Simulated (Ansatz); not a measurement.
Ta: Ta → Nb

Base system: Ta in the bcc (W type) structure (space group Im-3m, No. 229; a = 3.282 Å).

It is then changed as follows: every Ta is replaced by Nb, then cell and atoms are relaxed.

All numbers come from PBEsol (Ansatz, a program for electronic structure; PAW; 420 eV plane waves; no spin-orbit coupling). k-mesh 20×20×20 (Γ-centred); smearing 0.05 eV (Fermi–Dirac).

The volume per atom shrinks by 0.172 Å³, from 17.68 Å³ to 17.50 Å³ and the density falls by 8.19 g/cm³ (17.00 g/cm³ → 8.81 g/cm³). The lattice parameter a falls by 0.011 Å to 3.271 Å and the space group remains Im-3m (No. 229). The shortest interatomic distance decreases by 0.009 Å to 2.833 Å and the band gap is still zero.

Final structure:

```
Nb
1.0
   -1.63563     1.63563     1.63563
    1.63563    -1.63563     1.63563
    1.63563     1.63563    -1.63563
Nb
1
Cartesian
  0.00000   0.00000   0.00000
```

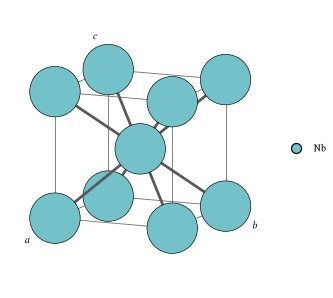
Fig. 1. The relaxed conventional cell after the change

Whether these cells are dynamically stable was not tested. All final runs are without spin polarisation.
